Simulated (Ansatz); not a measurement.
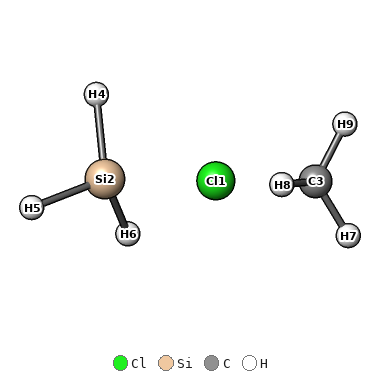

The system is the reacting system CH6ClSi (fragments ClH₃Si + CH₃ where the first distance is long, CH₃Cl + H₃Si where the second is long), spin multiplicity 2; the picture shows the reference structure. The first coordinate is: distance Cl1–C3 (bond that forms); the second: distance Cl1–Si2 (bond that breaks). Relaxed at each point: all other coordinates. The grid has 13 × 13 points. Points are written as (first, second). Energies: kJ/mol, counted from the lowest grid point. Energies and slopes of some neighbouring points disagree (a jump in structure or state, or too coarse a mesh). In part of the range the unrestricted reference is strongly spin-contaminated. These are results of Ansatz, UHF/def2-SVP, not measurements.

Its coordinates:

```xyz
9

Cl   -0.1086    0.0395   -0.1345
Si    1.4422   -0.6410    1.6272
C    -1.5188    0.6742   -1.7146
H     0.6509   -0.7771    2.8621
H     2.4546    0.4231    1.7396
H     2.0387   -1.9232    1.2146
H    -1.2023    0.0533   -2.5425
H    -1.2879    1.7288   -1.7902
H    -2.4688    0.4225   -1.2617
```

Range: distance Cl1–C3 (bond that forms) from 1.602 to 2.802 Å; distance Cl1–Si2 (bond that breaks) from 1.917 to 3.717 Å.

### What will the energy surface look like?

The lowest grid point is at (2.802 Å, 2.109 Å). It lies in a valley that leaves the map towards separated partners. The highest grid point, (1.602 Å, 1.917 Å), lies 494 kJ/mol above the lowest.

```csv
"second ↓, first →",1.602,1.656,1.730,1.814,1.906,2.004,2.107,2.214,2.325,2.440,2.557,2.678,2.802
3.717,152,126,107,105,116,137,166,198,227,249,265,276,284
3.531,155,129,111,108,119,140,168,199,227,247,261,271,278
3.350,161,134,116,112,123,144,171,201,225,243,256,264,270
3.173,169,143,124,120,130,150,176,202,223,237,246,252,256
3.001,182,155,135,131,140,158,181,202,217,226,230,232,232
2.835,200,173,152,146,153,168,185,198,205,206,204,200,195
2.674,226,197,175,167,170,178,186,188,183,174,165,155,147
2.520,261,230,205,192,188,186,180,167,151,134,119,107,97
2.373,306,272,242,222,206,188,165,140,115,93,76,62,52
2.235,306,279,286,253,221,187,150,116,86,61,42,28,17
2.109,362,334,334,287,239,191,146,106,72,46,26,11,0
1.998,429,400,388,328,268,211,160,117,81,53,32,16,5
1.917,494,464,440,371,305,243,189,143,106,77,56,40,28
```

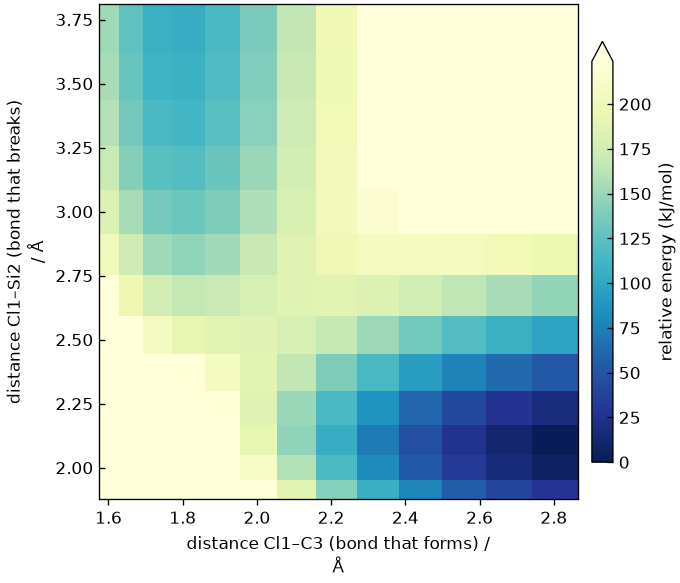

Drawn: one coloured cell a grid point, one colour for all values above the top of the scale.

Time for the 169 points that were run: 22 min on 1 thread of Intel(R) Xeon(R) Platinum 8488C (Sapphire Rapids), with other jobs on the host.
